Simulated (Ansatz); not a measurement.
**One shape, several levels: triplet NH3**

Wanted: a comparison of 6 runs (U-revPBE/6-31G, UPBE/6-31G, USVWN5/6-31G, UBCCD(T)/6-31G, UCCSDTQ/3-21G, UCCSD(T)/3-21G) of triplet NH3. 

Program for the calculation: Ansatz 0.2.0.

48 further runs of the same task are left out: 48 set aside as unsound or not needed.

### 1 The molecule

NH3 has 4 atoms, charge 0, and is taken as a triplet. SMILES of the parent species: `N`. Geometry: relaxed at PBE0-D4/def2-TZVP. That shape belongs to the parent species and isn't relaxed for this state.

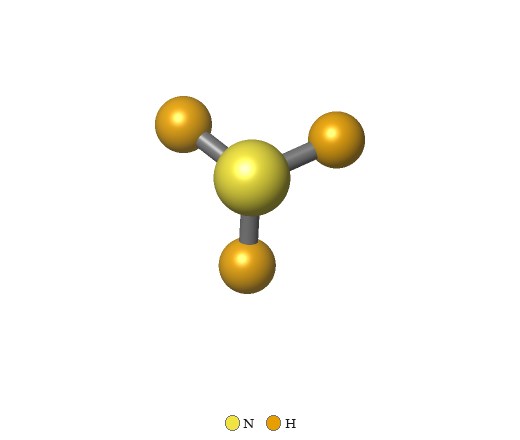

Viewed from a chosen angle; nitrogen yellow, hydrogen amber.

### 2 The energy at U-revPBE/6-31G (run 1)

in.yaml

```yaml
crystal:
  periodic: [false, false, false]
  atoms:
    - symbol: N
      position_ang: [-0.069910, 0.249470, 0.110930]
    - symbol: H
      position_ang: [0.490470, -0.301820, 0.749180]
    - symbol: H
      position_ang: [-0.887480, -0.301940, -0.118910]
    - symbol: H
      position_ang: [0.466920, 0.354280, -0.741200]
basis:
  gaussian: {orbitals: 6-31G}
magnetization: {spin_polarized: true, initial_magnetization: 2}
hamiltonian: {xc: {name: revPBE}}
accuracy: high
```

The run is started by

```console
ansatz run in.yaml --threads 1 --pin off --max-ram 3480MiB --events-out events.jsonl --progress --plain --runs-dir runs
```

Output:

```text
Warning: RAYON_NUM_THREADS=1 ignored (pool sized by the plan → 1); use --threads N
Functional definition: revPBE
  name "revPBE"
  parameter kappa = 1.245
  parameter beta = 0.06672455060314922
  exchange = pbe_x(kappa = kappa, mu = beta*pi^2/3)
  correlation = pbe_c(beta = beta)
351 factors; integrals over basis functions are off by at most 8.1e-9 eV
mean field evaluation 1: about -1529.1456 eV, gradient 1.9e1 eV
mean field evaluation 2: about -1527.8771 eV, gradient 2.6e1 eV
mean field evaluation 4: about -1530.7089 eV, gradient 1.1e-1 eV
mean field evaluation 8: about -1530.7016 eV, gradient 1.9e-3 eV
mean field evaluation 16: about -1530.7016 eV, gradient 3.4e-8 eV
mean field -1530.70162682 eV, -56.2522472388 hartree, gradient 2.9e-9 eV, S^2 2.000534; 0 other end points of the search recorded, 0 dependent functions left out
reference -1530.70162901 eV, -56.2522473193 hartree; 6, 4 occupied and 9, 11 virtual orbitals, 351 factors
Total energy: -1530.70162901 eV, -56.2522473193 hartree
```

It took 0.42 s on 1 thread of Intel Xeon 6975P-C (Granite Rapids), shared host.

### 3 The energy at UPBE/6-31G (run 2)

molecule.yaml

```yaml
crystal:
  periodic: [false, false, false]
  atoms:
    - symbol: "N"
      position_ang: [-0.069910, 0.249470, 0.110930]
    - symbol: H
      position_ang: [0.490470, -0.301820, 0.749180]
    - symbol: H
      position_ang: [-0.887480, -0.301940, -0.118910]
    - symbol: H
      position_ang: [0.466920, 0.354280, -0.741200]
basis:
  gaussian: {orbitals: 6-31G}
total_charge: 0
magnetization: {spin_polarized: true, initial_magnetization: 2}
hamiltonian: {xc: {name: PBE}}
accuracy: high
```

The run is started by

```console
ansatz run molecule.yaml --threads 1 --pin off --max-ram 3480MiB --events-out events.jsonl --progress --plain --runs-dir runs
```

Output:

```text
Warning: RAYON_NUM_THREADS=1 ignored (pool sized by the plan → 1); use --threads N
Functional definition: PBE
  name "PBE"
  parameter kappa = 0.804
[... 3 set-up lines as earlier in the session ...]
351 factors; integrals over basis functions are off by at most 8.1e-9 eV
mean field evaluation 1: about -1527.4618 eV, gradient 2.0e1 eV
mean field evaluation 2: about -1526.0280 eV, gradient 2.7e1 eV
mean field evaluation 4: about -1529.1401 eV, gradient 1.1e-1 eV
mean field evaluation 8: about -1529.1330 eV, gradient 1.9e-3 eV
mean field evaluation 16: about -1529.1330 eV, gradient 2.3e-8 eV
mean field -1529.13297933 eV, -56.1946005070 hartree, gradient 2.4e-8 eV, S^2 2.000439; 0 other end points of the search recorded, 0 dependent functions left out
reference -1529.13298109 eV, -56.1946005716 hartree; 6, 4 occupied and 9, 11 virtual orbitals, 351 factors
Total energy: -1529.13298109 eV, -56.1946005716 hartree
```

It took 0.42 s on 1 thread of Intel Xeon 6975P-C (Granite Rapids), shared host.

Runs 3 to 5 aren't shown in full; the table further down has their settings and results.

### 4 The energy at UCCSD(T)/3-21G (run 6)

in.yaml

```yaml
crystal:
  periodic: [false, false, false]
  atoms:
    - symbol: "N"
      position_ang: [-0.069910, 0.249470, 0.110930]
    - symbol: H
      position_ang: [0.490470, -0.301820, 0.749180]
    - symbol: H
      position_ang: [-0.887480, -0.301940, -0.118910]
    - symbol: H
      position_ang: [0.466920, 0.354280, -0.741200]
basis:
  gaussian:
    orbitals: 3-21G.json
magnetization:
  spin_polarized: true
  initial_magnetization: 2
correlation:
  method: ccsd_t
  frozen_orbitals: {H: 0, "N": 1}
accuracy: high
scf:
  omitted_lower_state_checks: [cluster_reference, increment]
```

The basis set 3-21G is read from a file made from the Basis Set Exchange's data (not shown).

The run is started by

```console
ansatz run in.yaml --threads 1 --pin off --max-ram 3480MiB --events-out events.jsonl --progress --plain --runs-dir runs
```

Output, shortened:

```text
Warning: RAYON_NUM_THREADS=1 ignored (pool sized by the plan → 1); use --threads N
Functional definition: HF
  name "HF"
[...]
291 factors; integrals over basis functions are off by at most 5.5e-9 eV
[...]
mean field -1512.97271179 eV, -55.6007216284 hartree, gradient 3.0e-8 eV, S^2 2.001883; 2 other end points of the search recorded, 0 dependent functions left out
1 core orbitals not correlated: weight in the atoms' cores, before any rotation towards them, 1.000 or more for the frozen orbitals, at most 0.000 for the correlated occupied ones
reference -1512.97271179 eV, -55.6007216284 hartree; 5, 3 occupied and 9, 11 virtual orbitals, 291 factors
second order -2.63252631 eV of doubles, -0.00000000 eV of singles
cycle   1  -2.91936746 eV  change   -2.9e-1 eV  update   3.8e-2
[...]
cycle  21  -3.06623514 eV  change  -6.2e-10 eV  update  7.4e-10
perturbative correction -0.04567758 eV, -0.0016786201 hartree
Total energy: -1516.08462450 eV, -55.7150823114 hartree
Checks for a lower state left out: cluster_reference, increment
```

Run time: 0.18 s. Hardware: 1 thread of Intel Xeon 6975P-C (Granite Rapids), shared host.

### 5 All runs side by side

```tsv
run	level	frozen core orbitals	energy (Eh)	⟨S²⟩	wall time
1	U-revPBE/6-31G	–	-56.252247	2.001	0.42 s
2	UPBE/6-31G	–	-56.194601	2.000	0.42 s
3	USVWN5/6-31G	–	-55.778275	2.001	0.28 s
4	UBCCD(T)/6-31G	1	-56.025672	2.002	0.22 s
5	UCCSDTQ/3-21G	1	-55.715507	2.002	8.1 s
6	UCCSD(T)/3-21G	1	-55.715082	2.002	0.18 s
```

### 6 Outcome

```
                                         quantity         value
                              run 6: total energy  -55.71508 Eh
run 6: correlation energy (1 core orbital frozen)    -114.4 mEh
                            run 6: (T) correction     -1.68 mEh
         run 6: ⟨S²⟩ of the reference determinant         2.002
                             run 6: T1 diagnostic         0.006
```

**Reading.** Totals of different functionals can't be ranked against each other. All runs together took 9.6 s, the longest 8.1 s.
